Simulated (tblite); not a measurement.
# Run report: C4H5FGeO3, geometry relaxation (part 2 of 2)

The same run, continued: C4H5FGeO3; GFN2-xTB geometry optimisation, gas phase (tblite 0.8.0). It belongs to a series of runs on one base structure; here: H on C replaced by COOCH3.

Geometry of the input (Å):
```
C  2.9422  0.6541  -0.5803
O  1.5155  0.8031  -0.4577
C  0.7511  -0.2914  -0.0072
O  1.3485  -1.3363  0.2363
C  -0.7296  -0.1494  0.1359
C  -1.6448  -0.9691  0.4966
F  -1.5742  -2.2890  0.9023
Ge -3.0943  0.2044  0.3191
O  -1.5475  0.8818  -0.0915
H  3.3529  0.0418  0.2405
H  3.1991  0.2617  -1.5942
H  3.3362  1.6864  -0.4526
H  -4.1019  -0.1068  -0.8190
H  -3.7538  0.6083  1.6495
```

## Trajectory as extended XYZ, continued
```
14
Properties=species:S:1:pos:R:3:forces:R:3 step=22 energy=-814.30743
C     2.7689    0.6997   -0.5525   -0.0670  -0.0310   0.0060
O     1.3563    0.7917   -0.4068   -0.0820  -0.0340   0.0240
C     0.7602   -0.3298   -0.0035    0.0250  -0.0770   0.0300
O     1.3440   -1.3590    0.2355    0.0380  -0.0180  -0.0140
C    -0.7066   -0.2208    0.1473    0.0080  -0.0480   0.0220
C    -1.5667   -1.1750    0.5498   -0.0270   0.0600  -0.0410
F    -1.3517   -2.4390    0.9051   -0.0220   0.0900  -0.0190
Ge   -3.0368    0.1138    0.3409    0.0440  -0.0020   0.0100
O    -1.4089    0.9259   -0.1147    0.0450  -0.0090  -0.0130
H     3.1683    0.0439    0.2231    0.0870   0.0480   0.0410
H     3.0098    0.2660   -1.5249    0.0170   0.0560  -0.0410
H     3.1702    1.7071   -0.4681   -0.0570  -0.0320  -0.0140
H    -3.9174    0.1187   -0.8898    0.0140   0.0160   0.0720
H    -3.5904    0.8562    1.5364   -0.0250  -0.0200  -0.0640
14
Properties=species:S:1:pos:R:3:forces:R:3 step=24 energy=-814.31140
C     2.7616    0.7031   -0.5530   -0.0530  -0.0100   0.0100
O     1.3469    0.7856   -0.3996    0.0340   0.0170  -0.0240
C     0.7588   -0.3407    0.0005    0.1120  -0.0150  -0.0050
O     1.3532   -1.3645    0.2322    0.0000  -0.0980   0.0160
C    -0.7056   -0.2301    0.1507    0.0480  -0.0280   0.0100
C    -1.5713   -1.1787    0.5500   -0.0420   0.0370  -0.0210
F    -1.3719   -2.4425    0.9083    0.0200   0.0170  -0.0030
Ge   -3.0261    0.1137    0.3405   -0.0690   0.0770  -0.0160
O    -1.3997    0.9220   -0.1137    0.0610  -0.0600   0.0020
H     3.1700    0.0532    0.2260    0.0580   0.0750  -0.0350
H     3.0048    0.2738   -1.5295   -0.0240   0.0580   0.0530
H     3.1574    1.7150   -0.4725   -0.0920  -0.0760  -0.0070
H    -3.9018    0.1262   -0.8898   -0.0100   0.0110   0.0430
H    -3.5770    0.8637    1.5276   -0.0420  -0.0050  -0.0210
14
Properties=species:S:1:pos:R:3:forces:R:3 step=25 energy=-814.31369
C     2.7549    0.7052   -0.5530   -0.0130   0.0110   0.0070
O     1.3409    0.7818   -0.3953    0.0800   0.0000  -0.0290
C     0.7605   -0.3486    0.0032    0.0930  -0.0020  -0.0160
O     1.3596   -1.3705    0.2301   -0.0050  -0.1050   0.0220
C    -0.7033   -0.2378    0.1535    0.0500  -0.0060   0.0000
C    -1.5754   -1.1807    0.5497   -0.0270  -0.0060  -0.0010
F    -1.3840   -2.4442    0.9102    0.0300  -0.0300   0.0090
Ge   -3.0206    0.1155    0.3399   -0.0830   0.1010  -0.0280
O    -1.3920    0.9173   -0.1129    0.0640  -0.0480   0.0020
H     3.1722    0.0614    0.2272    0.0340   0.0680  -0.0630
H     3.0004    0.2803   -1.5314   -0.0410   0.0350   0.0750
H     3.1463    1.7183   -0.4754   -0.0870  -0.0410   0.0020
H    -3.8913    0.1321   -0.8892   -0.0390   0.0090   0.0040
H    -3.5687    0.8693    1.5212   -0.0560   0.0140   0.0170
14
Properties=species:S:1:pos:R:3:forces:R:3 step=26 energy=-814.31577
C     2.7479    0.7078   -0.5528    0.0300   0.0280   0.0030
O     1.3358    0.7781   -0.3914    0.0830  -0.0360  -0.0170
C     0.7638   -0.3569    0.0056    0.0390  -0.0130  -0.0160
O     1.3659   -1.3778    0.2283    0.0000  -0.0790   0.0180
C    -0.7001   -0.2466    0.1566    0.0350   0.0040  -0.0060
C    -1.5797   -1.1832    0.5496   -0.0010  -0.0400   0.0150
F    -1.3958   -2.4470    0.9123    0.0310  -0.0550   0.0150
Ge   -3.0164    0.1191    0.3387   -0.0480   0.0960  -0.0290
O    -1.3831    0.9114   -0.1118    0.0590  -0.0180  -0.0020
H     3.1746    0.0707    0.2273    0.0230   0.0430  -0.0630
H     2.9946    0.2874   -1.5320   -0.0420   0.0010   0.0580
H     3.1334    1.7215   -0.4783   -0.0640   0.0250   0.0110
H    -3.8810    0.1386   -0.8896   -0.0720   0.0100  -0.0390
H    -3.5605    0.8762    1.5153   -0.0720   0.0340   0.0540
14
Properties=species:S:1:pos:R:3:forces:R:3 step=27 energy=-814.31758
C     2.7422    0.7109   -0.5527    0.0570   0.0380  -0.0020
O     1.3326    0.7742   -0.3883    0.0470  -0.0680   0.0030
C     0.7675   -0.3647    0.0074   -0.0160  -0.0380  -0.0080
O     1.3713   -1.3855    0.2269    0.0080  -0.0390   0.0090
C    -0.6968   -0.2548    0.1595    0.0110  -0.0040  -0.0060
C    -1.5833   -1.1862    0.5499    0.0210  -0.0510   0.0230
F    -1.4059   -2.4507    0.9145    0.0260  -0.0500   0.0130
Ge   -3.0134    0.1240    0.3372    0.0070   0.0690  -0.0220
O    -1.3742    0.9058   -0.1108    0.0450   0.0120  -0.0070
H     3.1769    0.0797    0.2262    0.0280   0.0100  -0.0390
H     2.9887    0.2934   -1.5315   -0.0260  -0.0300   0.0160
H     3.1209    1.7253   -0.4807   -0.0340   0.0920   0.0160
H    -3.8729    0.1447   -0.8912   -0.0950   0.0130  -0.0700
H    -3.5543    0.8834    1.5113   -0.0810   0.0470   0.0730
14
Properties=species:S:1:pos:R:3:forces:R:3 step=29 energy=-814.32261
C     2.7322    0.7213   -0.5526    0.0590   0.0410  -0.0090
O     1.3273    0.7585   -0.3793   -0.0650  -0.0790   0.0470
C     0.7771   -0.3888    0.0120   -0.0800  -0.0840   0.0160
O     1.3857   -1.4085    0.2240    0.0130   0.0390  -0.0100
C    -0.6881   -0.2767    0.1663   -0.0470  -0.0490  -0.0020
C    -1.5913   -1.1954    0.5516    0.0420  -0.0140   0.0260
F    -1.4319   -2.4625    0.9211    0.0150   0.0030  -0.0040
Ge   -3.0043    0.1416    0.3318    0.1010  -0.0200   0.0030
O    -1.3478    0.8929   -0.1090   -0.0030   0.0370  -0.0020
H     3.1876    0.1037    0.2213    0.0600  -0.0500   0.0310
H     2.9732    0.3072   -1.5305    0.0420  -0.0660  -0.0840
H     3.0860    1.7424   -0.4859    0.0250   0.1660   0.0110
H    -3.8606    0.1605   -0.8986   -0.0950   0.0280  -0.0790
H    -3.5458    0.9032    1.5057   -0.0660   0.0480   0.0560
14
Properties=species:S:1:pos:R:3:forces:R:3 step=30 energy=-814.32561
C     2.7285    0.7286   -0.5528    0.0320   0.0300  -0.0100
O     1.3243    0.7454   -0.3727   -0.0770  -0.0450   0.0530
C     0.7820   -0.4064    0.0151   -0.0650  -0.0710   0.0180
O     1.3950   -1.4242    0.2226    0.0030   0.0480  -0.0110
C    -0.6833   -0.2904    0.1700   -0.0590  -0.0610  -0.0060
C    -1.5960   -1.2008    0.5528    0.0270   0.0160   0.0280
F    -1.4477   -2.4690    0.9252    0.0120   0.0260  -0.0130
Ge   -2.9966    0.1542    0.3279    0.0880  -0.0560   0.0130
O    -1.3304    0.8864   -0.1085   -0.0280   0.0190   0.0100
H     3.1980    0.1185    0.2184    0.0590  -0.0470   0.0370
H     2.9652    0.3147   -1.5317    0.0730  -0.0500  -0.0890
H     3.0637    1.7571   -0.4888    0.0330   0.1230  -0.0010
H    -3.8578    0.1703   -0.9035   -0.0600   0.0360  -0.0480
H    -3.5456    0.9152    1.5037   -0.0360   0.0330   0.0170
14
Properties=species:S:1:pos:R:3:forces:R:3 step=31 energy=-814.32717
C     2.7282    0.7323   -0.5531    0.0070   0.0100  -0.0110
O     1.3230    0.7375   -0.3687   -0.0410  -0.0050   0.0390
C     0.7834   -0.4163    0.0168   -0.0280  -0.0320   0.0100
O     1.3995   -1.4321    0.2222   -0.0070   0.0200  -0.0040
C    -0.6817   -0.2969    0.1711   -0.0370  -0.0440  -0.0130
C    -1.5979   -1.2026    0.5536   -0.0010   0.0200   0.0310
F    -1.4542   -2.4708    0.9268    0.0100   0.0150  -0.0100
Ge   -2.9918    0.1604    0.3260    0.0270  -0.0530   0.0120
O    -1.3223    0.8842   -0.1084   -0.0330  -0.0030   0.0160
H     3.2056    0.1251    0.2172    0.0400  -0.0180   0.0120
H     2.9634    0.3174   -1.5336    0.0720  -0.0150  -0.0430
H     3.0533    1.7662   -0.4900    0.0200   0.0500  -0.0110
H    -3.8601    0.1749   -0.9054   -0.0220   0.0390  -0.0120
H    -3.5491    0.9202    1.5034   -0.0080   0.0160  -0.0160
14
Properties=species:S:1:pos:R:3:forces:R:3 step=32 energy=-814.32769
C     2.7295    0.7325   -0.5534    0.0000   0.0000  -0.0080
O     1.3230    0.7363   -0.3679   -0.0040   0.0100   0.0220
C     0.7825   -0.4174    0.0169   -0.0020  -0.0030   0.0010
O     1.3993   -1.4324    0.2224   -0.0110  -0.0070   0.0010
C    -0.6824   -0.2970    0.1704   -0.0150  -0.0180  -0.0150
C    -1.5979   -1.2020    0.5543   -0.0140   0.0050   0.0310
F    -1.4533   -2.4698    0.9265    0.0090  -0.0040  -0.0040
Ge   -2.9912    0.1602    0.3261   -0.0210  -0.0310   0.0070
O    -1.3229    0.8848   -0.1083   -0.0250  -0.0130   0.0150
H     3.2080    0.1247    0.2173    0.0230   0.0050  -0.0100
H     2.9658    0.3167   -1.5348    0.0540   0.0070  -0.0040
H     3.0538    1.7680   -0.4900    0.0050   0.0060  -0.0150
H    -3.8631    0.1752   -0.9054   -0.0030   0.0360   0.0070
H    -3.5519    0.9198    1.5039    0.0020   0.0070  -0.0280
14
Properties=species:S:1:pos:R:3:forces:R:3 step=34 energy=-814.32825
C     2.7311    0.7324   -0.5541    0.0050  -0.0010   0.0030
O     1.3233    0.7371   -0.3666    0.0380   0.0010  -0.0060
C     0.7811   -0.4167    0.0167    0.0110   0.0170  -0.0070
O     1.3978   -1.4315    0.2227   -0.0110  -0.0220   0.0020
C    -0.6844   -0.2969    0.1687    0.0030   0.0150  -0.0040
C    -1.5982   -1.2012    0.5568   -0.0060  -0.0170   0.0180
F    -1.4510   -2.4693    0.9257    0.0040  -0.0230   0.0040
Ge   -2.9929    0.1571    0.3268   -0.0470  -0.0020   0.0010
O    -1.3263    0.8849   -0.1074   -0.0110  -0.0190   0.0050
H     3.2102    0.1234    0.2167    0.0060   0.0260  -0.0240
H     2.9714    0.3159   -1.5357    0.0140   0.0240   0.0280
H     3.0566    1.7686   -0.4906   -0.0120  -0.0300  -0.0130
H    -3.8657    0.1768   -0.9050    0.0070   0.0270   0.0160
H    -3.5537    0.9191    1.5030    0.0000   0.0030  -0.0240
14
Properties=species:S:1:pos:R:3:forces:R:3 step=35 energy=-814.32859
C     2.7313    0.7332   -0.5545    0.0100  -0.0020   0.0070
O     1.3235    0.7364   -0.3648    0.0420  -0.0100  -0.0210
C     0.7811   -0.4182    0.0169    0.0060   0.0180  -0.0080
O     1.3975   -1.4332    0.2226   -0.0100  -0.0170  -0.0010
C    -0.6852   -0.2989    0.1680    0.0080   0.0250   0.0100
C    -1.5990   -1.2020    0.5594    0.0050  -0.0220   0.0040
F    -1.4512   -2.4706    0.9259   -0.0020  -0.0230   0.0070
Ge   -2.9942    0.1559    0.3270   -0.0350   0.0030   0.0010
O    -1.3269    0.8832   -0.1064   -0.0090  -0.0160  -0.0040
H     3.2125    0.1251    0.2155    0.0030   0.0270  -0.0150
H     2.9744    0.3170   -1.5357   -0.0090   0.0240   0.0290
H     3.0552    1.7700   -0.4920   -0.0130  -0.0310  -0.0080
H    -3.8659    0.1806   -0.9051    0.0070   0.0190   0.0120
H    -3.5538    0.9210    1.5009   -0.0040   0.0050  -0.0130
14
Properties=species:S:1:pos:R:3:forces:R:3 step=36 energy=-814.32884
C     2.7309    0.7344   -0.5547    0.0120  -0.0040   0.0080
O     1.3237    0.7345   -0.3630    0.0260  -0.0150  -0.0270
C     0.7817   -0.4208    0.0173   -0.0010   0.0110  -0.0050
O     1.3979   -1.4361    0.2223   -0.0090  -0.0060  -0.0050
C    -0.6853   -0.3016    0.1681    0.0080   0.0220   0.0210
C    -1.5998   -1.2034    0.5615    0.0130  -0.0190  -0.0090
F    -1.4527   -2.4728    0.9264   -0.0070  -0.0150   0.0070
Ge   -2.9949    0.1557    0.3270   -0.0110  -0.0040   0.0030
O    -1.3260    0.8809   -0.1055   -0.0100  -0.0090  -0.0090
H     3.2151    0.1282    0.2141    0.0080   0.0190   0.0020
H     2.9758    0.3192   -1.5354   -0.0180   0.0160   0.0140
H     3.0515    1.7720   -0.4935   -0.0060  -0.0180  -0.0030
H    -3.8651    0.1853   -0.9053    0.0030   0.0130   0.0040
H    -3.5534    0.9239    1.4983   -0.0080   0.0080  -0.0020
14
Properties=species:S:1:pos:R:3:forces:R:3 step=37 energy=-814.32897
C     2.7304    0.7354   -0.5546    0.0100  -0.0040   0.0050
O     1.3239    0.7326   -0.3621    0.0050  -0.0120  -0.0240
C     0.7823   -0.4229    0.0177   -0.0050   0.0030  -0.0020
O     1.3983   -1.4386    0.2220   -0.0080   0.0020  -0.0070
C    -0.6849   -0.3035    0.1688    0.0040   0.0120   0.0240
C    -1.6002   -1.2047    0.5625    0.0140  -0.0110  -0.0130
F    -1.4544   -2.4746    0.9271   -0.0080  -0.0060   0.0050
Ge   -2.9949    0.1561    0.3268    0.0060  -0.0130   0.0060
O    -1.3247    0.8792   -0.1052   -0.0110  -0.0030  -0.0100
H     3.2170    0.1311    0.2134    0.0140   0.0090   0.0150
H     2.9756    0.3210   -1.5351   -0.0140   0.0060  -0.0030
H     3.0481    1.7734   -0.4946    0.0010  -0.0020   0.0010
H    -3.8642    0.1887   -0.9054    0.0000   0.0100  -0.0030
H    -3.5532    0.9263    1.4966   -0.0090   0.0090   0.0040
14
Properties=species:S:1:pos:R:3:forces:R:3 step=39 energy=-814.32914
C     2.7307    0.7360   -0.5543    0.0020  -0.0020  -0.0030
O     1.3245    0.7301   -0.3627   -0.0160   0.0020  -0.0090
C     0.7829   -0.4249    0.0179   -0.0020  -0.0040   0.0020
O     1.3983   -1.4411    0.2213   -0.0060   0.0030  -0.0040
C    -0.6843   -0.3046    0.1707   -0.0020  -0.0040   0.0100
C    -1.6000   -1.2065    0.5627    0.0040   0.0020  -0.0100
F    -1.4568   -2.4765    0.9281   -0.0030   0.0050   0.0030
Ge   -2.9948    0.1557    0.3271    0.0100  -0.0150   0.0060
O    -1.3241    0.8773   -0.1054   -0.0040   0.0010  -0.0020
H     3.2201    0.1345    0.2136    0.0120  -0.0020   0.0190
H     2.9750    0.3233   -1.5351    0.0020  -0.0080  -0.0170
H     3.0449    1.7747   -0.4956    0.0080   0.0140   0.0050
H    -3.8634    0.1926   -0.9055   -0.0010   0.0060  -0.0040
H    -3.5537    0.9290    1.4950   -0.0040   0.0040   0.0040
14
Properties=species:S:1:pos:R:3:forces:R:3 step=40 energy=-814.32920
C     2.7314    0.7357   -0.5543    0.0000   0.0000  -0.0050
O     1.3249    0.7299   -0.3636   -0.0120   0.0050  -0.0030
C     0.7826   -0.4246    0.0177    0.0010  -0.0030   0.0010
O     1.3976   -1.4410    0.2211   -0.0030   0.0000  -0.0020
C    -0.6845   -0.3040    0.1714   -0.0020  -0.0050   0.0010
C    -1.5995   -1.2068    0.5624   -0.0020   0.0030  -0.0060
F    -1.4568   -2.4767    0.9283    0.0010   0.0040   0.0030
Ge   -2.9951    0.1546    0.3275    0.0020  -0.0080   0.0030
O    -1.3252    0.8772   -0.1056    0.0020   0.0010   0.0020
H     3.2212    0.1348    0.2143    0.0040   0.0000   0.0100
H     2.9755    0.3234   -1.5353    0.0060  -0.0100  -0.0100
H     3.0455    1.7746   -0.4956    0.0050   0.0100   0.0040
H    -3.8638    0.1933   -0.9054    0.0010   0.0030  -0.0020
H    -3.5544    0.9290    1.4950   -0.0020   0.0000   0.0010
14
Properties=species:S:1:pos:R:3:forces:R:3 step=41 energy=-814.32921
C     2.7320    0.7354   -0.5544   -0.0010   0.0010  -0.0040
O     1.3250    0.7303   -0.3642   -0.0030   0.0030  -0.0010
C     0.7824   -0.4239    0.0176    0.0010  -0.0010   0.0000
O     1.3969   -1.4405    0.2211   -0.0010  -0.0020  -0.0010
C    -0.6847   -0.3033    0.1715   -0.0010  -0.0020  -0.0020
C    -1.5993   -1.2067    0.5622   -0.0030   0.0010  -0.0040
F    -1.4563   -2.4764    0.9283    0.0020   0.0020   0.0040
Ge   -2.9956    0.1538    0.3278   -0.0030  -0.0020   0.0010
O    -1.3261    0.8774   -0.1057    0.0040   0.0000   0.0030
H     3.2214    0.1344    0.2147   -0.0020   0.0030   0.0030
H     2.9761    0.3230   -1.5356    0.0040  -0.0070  -0.0020
H     3.0467    1.7743   -0.4954    0.0020   0.0040   0.0030
H    -3.8643    0.1931   -0.9052    0.0020   0.0020   0.0010
H    -3.5549    0.9286    1.4952   -0.0010  -0.0020   0.0000
```

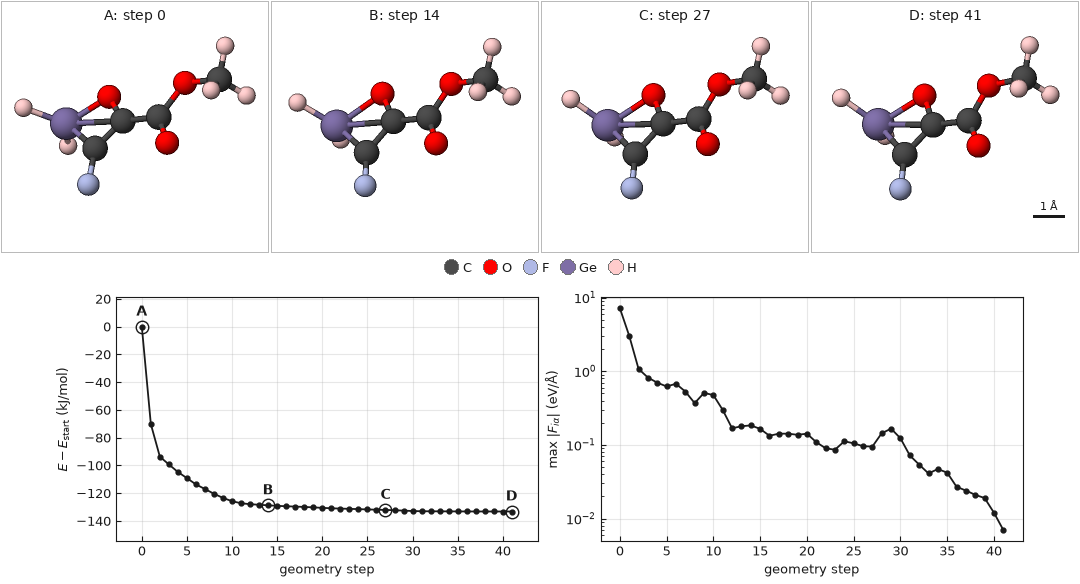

**Figure 1.** Frames of the relaxation (ball-and-stick view, seen at a tilt) above the curves, on which the letters mark them (steps are counted from 0).

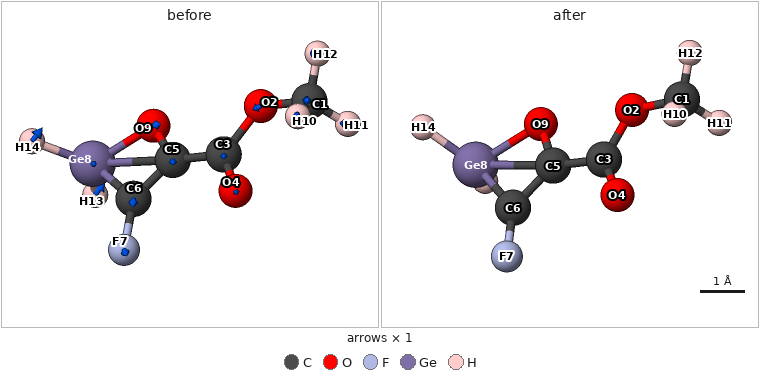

**Figure 2.** Before (left) and after (right) the relaxation, at one scale (ball-and-stick view, seen at a tilt). The blue arrows give the displacements, at true length. After 41 geometry steps the energy has fallen by 133.1 kJ/mol. The largest force component goes from 7.2 to 0.007 eV/Å. H14 moves most after the best rigid fit: 0.41 Å. By element the largest moves are H 0.41 Å, C 0.25 Å, O 0.22 Å, F 0.22 Å, Ge 0.11 Å. Among the contacts that change: Ge8–O9 1.738 → 1.870 Å, C6–Ge8 1.873 → 1.964 Å, O2–C3 1.409 → 1.331 Å, C5–C6 1.280 → 1.344 Å. Among the angles that change: C6–C5–O9 96.0° → 108.6°, C3–C5–O9 131.6° → 120.8°, O9–Ge8–H13 118.9° → 108.3°. (Atoms are counted from 1 in the order of the input.)
